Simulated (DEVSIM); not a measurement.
Structure: Si n-p junction from an implanted or diffused profile, at 300 K.

| layer (left to right) | material | thickness (μm) | Na (cm⁻³) | τn (s) | τp (s) |
|---|---|---|---|---|---|
| 1 | Si | 82.0 | 2.7e16 | 9.8e-7 | 9.8e-7 |

Added donor profile: 2.9e18 cm⁻³ × exp(−(x − 0 μm)²/(2·(0.079 μm)²)). Left contact: ohmic. Right contact: ohmic. Voltage is applied to the left contact. Recombination: SRH at mid-gap, radiative. Mobility is constant in doping.

The device is made up for the run: typed textbook-type constants, with dimensions and the other settings drawn at random. Values at 300 K.

```tsv
parameter	Si
gap (eV)	1.124
affinity (eV)	4.05
permittivity	11.7
Nc (cm⁻³)	2.86e19
Nv (cm⁻³)	3.1e19
μn (cm²/Vs)	1417
μp (cm²/Vs)	470
B (cm³/s)	4.7e-15
```

DEVSIM, 1D drift-diffusion, Boltzmann statistics, complete ionisation; no tunnelling, impact ionisation, image-force lowering or self-heating.

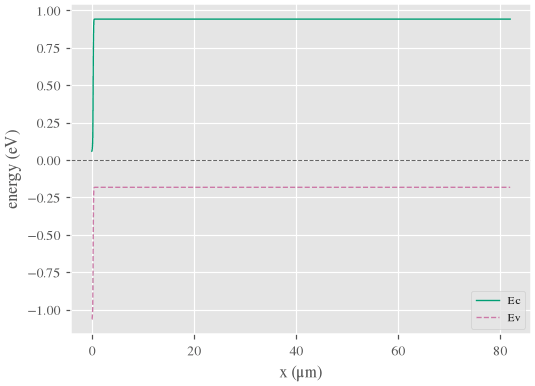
Band edges at zero bias

Energies count from the Fermi level of the right contact; mesh points crowd at the junctions.

```csv
x (μm),Ec (eV),Ev (eV),n (cm⁻³),p (cm⁻³),field (V/cm)
0.000,0.059,-1.065,2.9e18,< 1e2,100
0.02544,0.061,-1.063,2.7e18,< 1e2,1100
0.06086,0.067,-1.057,2.1e18,< 1e2,2600
0.1153,0.087,-1.036,9.7e17,120,4900
0.2007,0.190,-0.934,1.8e16,6300,37000
0.2654,0.532,-0.592,3.3e10,3.5e9,54000
0.3286,0.803,-0.321,930000,1.3e14,31000
0.4446,0.939,-0.185,4800,2.4e16,1200
0.6701,0.942,-0.182,4300,2.7e16,≈ 0
1.167,0.942,-0.182,4300,2.7e16,≈ 0
2.384,0.942,-0.182,4300,2.7e16,≈ 0
6.930,0.942,-0.182,4300,2.7e16,≈ 0
16.05,0.942,-0.182,4300,2.7e16,≈ 0
36.16,0.942,-0.182,4300,2.7e16,≈ 0
66.61,0.942,-0.182,4300,2.7e16,≈ 0
75.48,0.942,-0.182,4300,2.7e16,≈ 0
79.13,0.942,-0.182,4300,2.7e16,≈ 0
80.80,0.942,-0.182,4300,2.7e16,≈ 0
81.63,0.942,-0.182,4300,2.7e16,≈ 0
81.86,0.942,-0.182,4300,2.7e16,≈ 0
81.95,0.942,-0.182,4300,2.7e16,≈ 0
82.00,0.942,-0.182,4300,2.7e16,≈ 0
```
